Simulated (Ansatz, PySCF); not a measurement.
Potential energy curve for LiNa, singlet.

Computed with: FCI = full CI/aug-cc-pVTZ, frozen core in Ansatz (a quantum-chemistry and plane-wave program); RKS-B3LYP/LANL2DZ = restricted B3LYP/LANL2DZ, with its core potentials past Ne (PySCF); UCCSD = CCSD on UHF/aug-cc-pVTZ, frozen core (Ansatz); RCCSD = CCSD on RHF/aug-cc-pVTZ, frozen core (Ansatz).

Energies are in kcal/mol, each relative to the lowest point of its own curve near equilibrium.

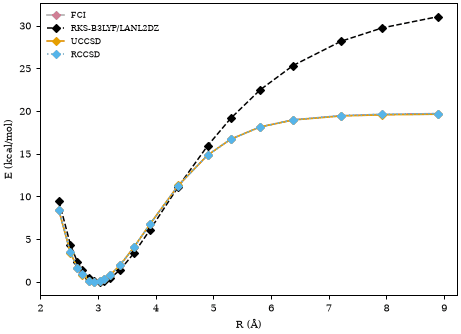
Fig. 1. Energy against bond length for each method.

```json
[
 {"R / Å": "2.32", "FCI": "8.4", "RKS-B3LYP/LANL2DZ": "9.5", "UCCSD": "8.4", "RCCSD": "8.4"},
 {"R / Å": "2.52", "FCI": "3.4", "RKS-B3LYP/LANL2DZ": "4.3", "UCCSD": "3.4", "RCCSD": "3.4"},
 {"R / Å": "2.64", "FCI": "1.7", "RKS-B3LYP/LANL2DZ": "2.3", "UCCSD": "1.6", "RCCSD": "1.7"},
 {"R / Å": "2.72", "FCI": "0.9", "RKS-B3LYP/LANL2DZ": "1.4", "UCCSD": "0.8", "RCCSD": "0.9"},
 {"R / Å": "2.85", "FCI": "0.1", "RKS-B3LYP/LANL2DZ": "0.4", "UCCSD": "0.1", "RCCSD": "0.1"},
 {"R / Å": "2.93", "FCI": "0.0", "RKS-B3LYP/LANL2DZ": "0.1", "UCCSD": "0.0", "RCCSD": "0.0"},
 {"R / Å": "3.04", "FCI": "0.1", "RKS-B3LYP/LANL2DZ": "0.0", "UCCSD": "0.1", "RCCSD": "0.1"},
 {"R / Å": "3.11", "FCI": "0.3", "RKS-B3LYP/LANL2DZ": "0.1", "UCCSD": "0.3", "RCCSD": "0.3"},
 {"R / Å": "3.21", "FCI": "0.8", "RKS-B3LYP/LANL2DZ": "0.4", "UCCSD": "0.8", "RCCSD": "0.8"},
 {"R / Å": "3.38", "FCI": "1.9", "RKS-B3LYP/LANL2DZ": "1.4", "UCCSD": "2.0", "RCCSD": "1.9"},
 {"R / Å": "3.62", "FCI": "4.0", "RKS-B3LYP/LANL2DZ": "3.3", "UCCSD": "4.1", "RCCSD": "4.0"},
 {"R / Å": "3.90", "FCI": "6.7", "RKS-B3LYP/LANL2DZ": "6.1", "UCCSD": "6.8", "RCCSD": "6.7"},
 {"R / Å": "4.39", "FCI": "11.3", "RKS-B3LYP/LANL2DZ": "11.1", "UCCSD": "11.3", "RCCSD": "11.3"},
 {"R / Å": "4.90", "FCI": "14.8", "RKS-B3LYP/LANL2DZ": "15.9", "UCCSD": "14.8", "RCCSD": "14.8"},
 {"R / Å": "5.30", "FCI": "16.7", "RKS-B3LYP/LANL2DZ": "19.1", "UCCSD": "16.7", "RCCSD": "16.7"},
 {"R / Å": "5.81", "FCI": "18.1", "RKS-B3LYP/LANL2DZ": "22.5", "UCCSD": "18.1", "RCCSD": "18.1"},
 {"R / Å": "6.38", "FCI": "19.0", "RKS-B3LYP/LANL2DZ": "25.3", "UCCSD": "18.9", "RCCSD": "19.0"},
 {"R / Å": "7.21", "FCI": "19.5", "RKS-B3LYP/LANL2DZ": "28.2", "UCCSD": "19.4", "RCCSD": "19.5"},
 {"R / Å": "7.93", "FCI": "19.6", "RKS-B3LYP/LANL2DZ": "29.7", "UCCSD": "19.6", "RCCSD": "19.6"},
 {"R / Å": "8.90", "FCI": "19.7", "RKS-B3LYP/LANL2DZ": "31.1", "UCCSD": "19.6", "RCCSD": "19.7"}
]
```

The restricted form behind RKS-B3LYP/LANL2DZ keeps the bonding electrons paired and can't separate into open-shell fragments. The unrestricted determinant behind UCCSD is spin-contaminated at 2.32 to 8.90 Å (<S²> up to 1.0, against 0.00 for a pure singlet). With two correlated electrons CCSD is exact in the basis where it finds the lowest root (UCCSD, RCCSD).
